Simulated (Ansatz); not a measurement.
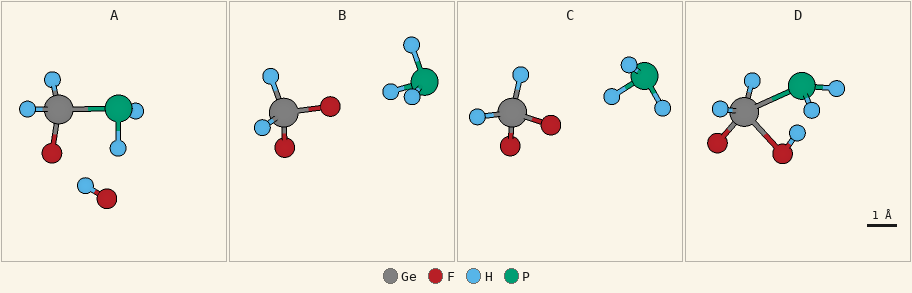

4 geometries from a converged minimum-energy path of GePH$_{5}$F$_{2}$, made up at the start of GeH$_{2}$F$_{2}$ and PH₃, shuffled. Style: ball-and-stick. Shown at a tilt.

Method: Ansatz 0.2.0, RKS B3LYP/def2-SVP. Settings: 7 movable images; climbing image; force threshold 0.03 eV/Å; iteration limit 60; starting path through a guess of the saddle point.

One of them is the converged climbing image. Which?

D. In order along the path, whose images run from 0 to 8: B (image 0, 0.0 kcal/mol), C (image 1, 0.0 kcal/mol), D (image 4, +47.5 kcal/mol), A (image 7, +6.7 kcal/mol). Breaking: F–Ge (1.74 → 3.24 Å), H–P (1.43 → 3.52 Å). Forming: F–H (2.49 → 0.94 Å), Ge–P (5.62 → 2.32 Å).

Limits of the set-up: the start holds two separate molecules, 2.5 Å apart at their closest, whose relative position is a soft coordinate and is computed without a dispersion correction.
